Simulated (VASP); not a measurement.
Band structure of Br (space group Cmce). Level of theory: PBE GGA, VASP's PBE PAW potentials (set 64) (plane waves; VASP).

The path is coarsely sampled, so an indirect gap can come out somewhat too large.

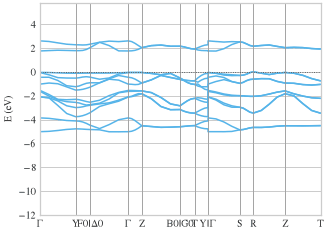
Fig. 1. Bands along high-symmetry lines, zero at the valence-band maximum or, without a gap, the Fermi level

Problem. Read the plot: is there a gap, and where are the band edges?

Solution. The gap is indirect, 1.74 eV, from the valence maximum at R to the conduction minimum at Γ-S at 0.25.

The structure is a typed Br crystal. The cell was not relaxed at this level.
